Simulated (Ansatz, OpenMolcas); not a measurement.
SiH3Cl (SMILES [SiH3]Cl): methods side by side

SiH3Cl: 5 atoms, total charge 0, spin state singlet. SMILES: `[SiH3]Cl`. The coordinates come from a PBE0-D4/def2-TZVP relaxation.

```xyz
5

Si   -0.1120    0.0186   -0.0309
Cl    1.8383   -0.5135    0.3299
H    -0.9509   -0.4883    1.0791
H    -0.5347   -0.5857   -1.3149
H    -0.1908    1.4954   -0.1047
```

Quantity: the energy change with the Si1–H4 bond stretched from 1.481 to 3.702 Å, in eV. The values are calculated.

| level | kind | program | value (eV) | less FCI/STO-3G | CPU time (all runs) |
| --- | --- | --- | --- | --- | --- |
| PBE/STO-3G (restricted) | GGA | OpenMolcas | 6.70 | +1.85 | 12 s |
| r2SCAN/STO-3G (restricted) | meta-GGA | Ansatz | 7.14 | +2.29 | 6.3 s |
| PBE0/STO-3G (restricted) | global hybrid | Ansatz | 7.65 | +2.80 | 2.5 s |
| CAM-B3LYP/STO-3G (restricted) | range-separated hybrid | Ansatz | 8.19 | +3.34 | 2.6 s |
| B2PLYP/STO-3G (restricted) | double hybrid | Ansatz | 6.70 | +1.85 | 3.8 s |
| RPA@PBE/STO-3G (restricted) | RPA | Ansatz | 5.93 | +1.08 | 4.2 s |
| CCSDT/STO-3G (restricted) | coupled cluster or CI | Ansatz | 4.86 | +0.01 | 0.54 s |
| FCI/STO-3G | exact in the basis | Ansatz | 4.85 | 0.00 | 1.2 s |

FCI/STO-3G is exact within its basis and frozen core, so for wave-function methods in that basis the difference is their error; functionals converge differently with the basis, so for them it is only a difference. The first shape isn't each level's own minimum. The values span 4.85 to 8.19 eV. All rows use very small basis sets, so even the best lies far from the true value. Times are those of the runs behind each value, whatever else they computed, on shared processors of several kinds: orders of magnitude only.

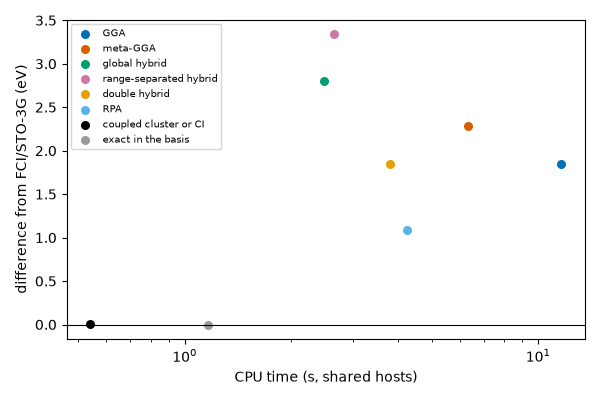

Difference from FCI/STO-3G against processor time, one point a level.
